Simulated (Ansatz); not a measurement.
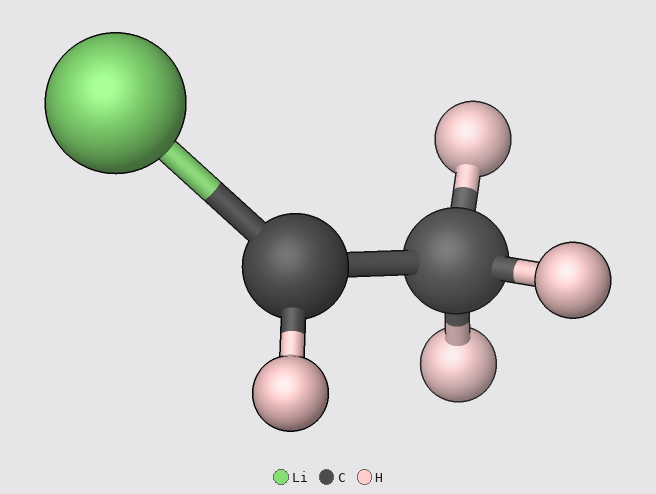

A ball-and-stick model of a molecule. Every bond is drawn as one stick, whatever its order.

The species is neutral and a spin doublet. Computed geometry: PBE0-D4/def2-TZVP optimisation. No frequency run is at hand to confirm it as a minimum.

What does the picture show?

Formula C₂H₄Li. This geometry has Cs symmetry. It is an open-shell species. Coordination: 1 C trigonal planar; 1 C tetrahedral.

More results for the same structure follow; atom numbers are the same in all pictures, views and colours differ.

### Geometry

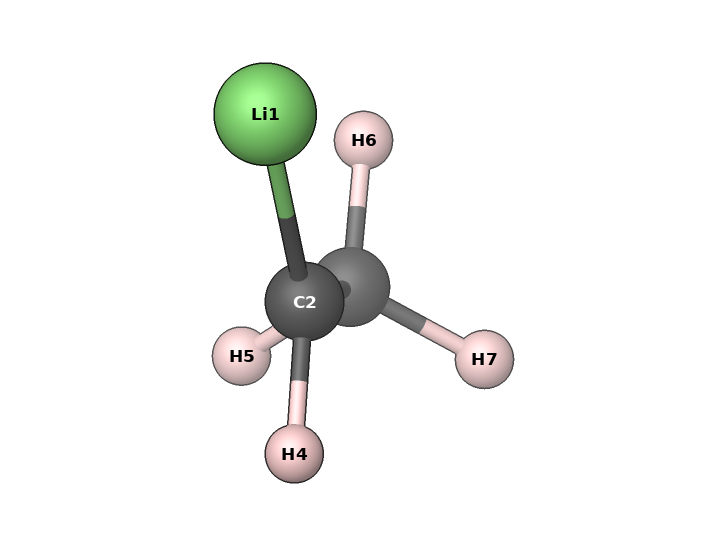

C3 lies behind C2. The molecule seen a little off the C2–C3 bond, C2 in front. Atoms fade into the background with distance from the viewer. No frequency run is at hand to confirm it as a minimum.

What is the torsion angle Li1–C2–C3–H5? The sign is positive where the front bond must turn clockwise to cover the back bond.

−121°, anticlinal.

### Electronic properties

No frequency run is at hand to confirm it as a minimum. Method: UKS PBE0-D4/def2-TZVPP (Ansatz 0.2.0).

Predict the main results.

- HOMO energy (Kohn–Sham orbital): −4.10 eV
- ⟨S²⟩ of the determinant: 0.754
- dispersion correction: −6.5 kJ/mol

### Dipole moment

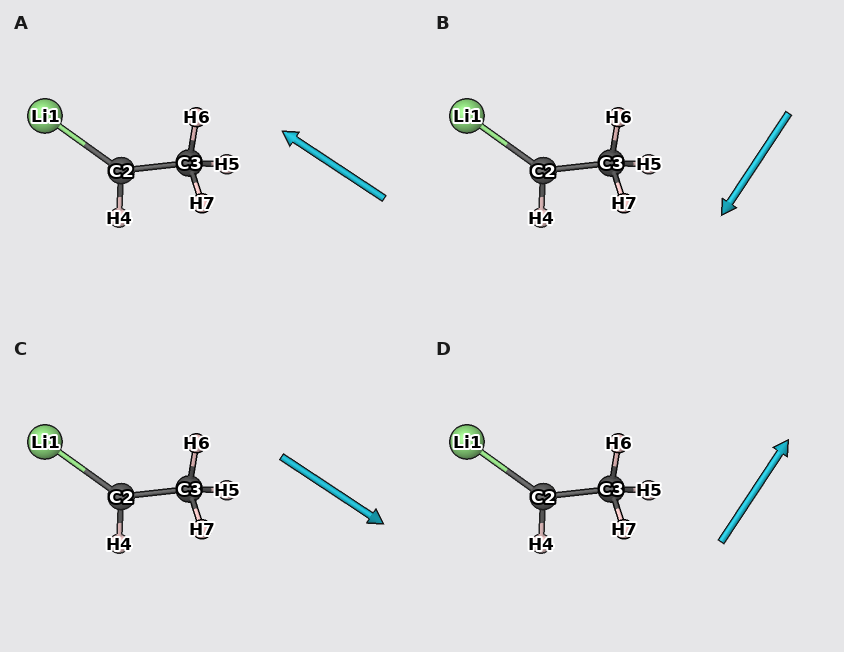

The same molecule four times, each with an arrow. No frequency run is at hand to confirm it as a minimum. Properties computed with UKS PBE0-D4/def2-TZVP (Ansatz 0.2.0).

Which arrow points along the dipole moment, from the negative to the positive end?

A. The dipole moment is 5.26 D; it points from the side of H5, H7 to the side of Li1 (the outermost atoms at the two ends).

### Charges

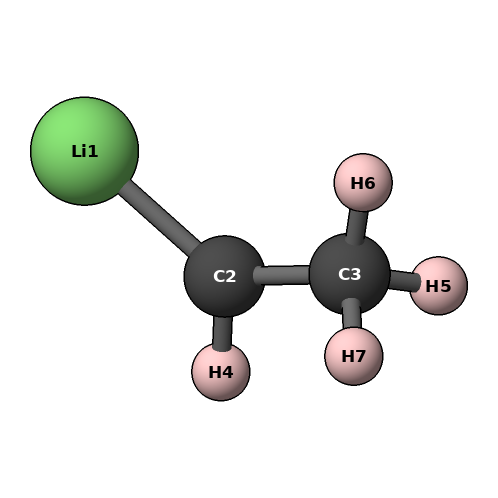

The questions are on Mulliken charges. No frequency run is at hand to confirm it as a minimum. Level of theory: UKS PBE0-D4/def2-TZVP (Ansatz 0.2.0).

Which atom carries the highest charge (most positive or least negative)?

Li1 (0.72 e).

And the lowest?

C2 (−0.79 e).

Give the Mulliken charges atom by atom.

| atom | value (e) |
| --- | --- |
| Li1 | 0.72 |
| C2 | −0.79 |
| C3 | −0.31 |
| H4 | 0.09 |
| H5 | 0.10 |
| H6 | 0.08 |
| H7 | 0.10 |

Mulliken values depend strongly on the basis set and can even reverse the polarity of a bond.
